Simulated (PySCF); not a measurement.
SMILES CB(C)O[SiH2]OB(O)O at its GFN2-xTB optimised geometry (Å):

```
19

B      1.3686    -2.2560     0.0000
O      0.6171    -3.4001     0.0001
O      2.7282    -2.2560     0.0000
O      0.7432    -1.0779     0.0000
Si    -0.7592    -0.4871    -0.0177
O     -0.5512     1.0998     0.0876
B     -1.0498     2.3324     0.0582
C     -0.0866     3.5708     0.3210
C     -2.6034     2.5508    -0.2201
H      1.0909    -4.2320     0.0016
H      3.1650    -3.1066     0.0001
H     -1.4955    -0.9368     1.1640
H     -1.3971    -0.8362    -1.2886
H      0.0131     4.1717    -0.5812
H     -0.4879     4.2320     1.0859
H      0.9102     3.2647     0.6250
H     -2.9671     1.8635    -0.9799
H     -3.1650     2.3310     0.6865
H     -2.8557     3.5638    -0.5189
```

Level of theory: PBE0/def2-SVP run with PySCF.

Map of the Laplacian of the electron density (e/bohr⁵) on the plane z = 1.5 Å:

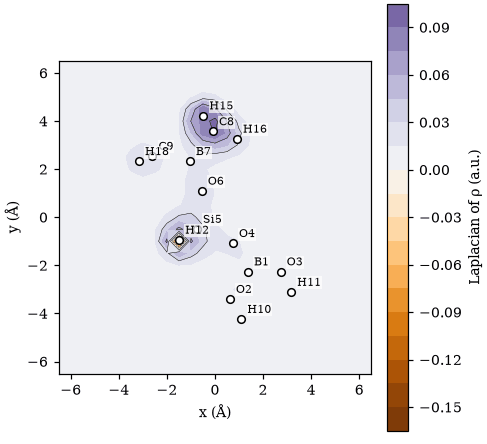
Figure. Laplacian of the electron density (e/bohr⁵) on the plane z = 1.5 Å.
